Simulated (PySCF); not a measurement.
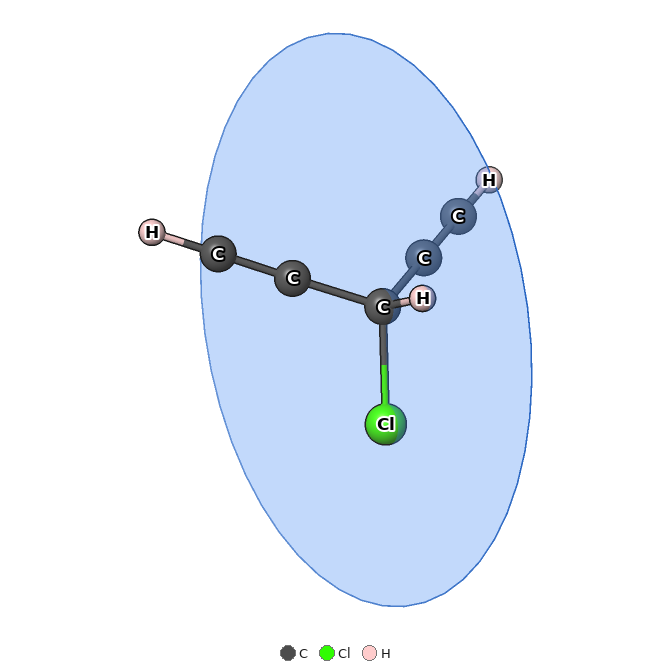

All proper rotation axes (lines) and mirror planes (discs) of the structure are drawn in. Atoms fade into the background with distance from the viewer. The geometry was computed by an optimisation with PBE0-D3(BJ)/def2-SVP. No frequency run is at hand to confirm it as a minimum.

### Name the symmetry elements and the point group.

It has 1 mirror plane. Point group Cs. The group has 2 operations. The geometry is achiral, and symmetry allows a dipole moment.
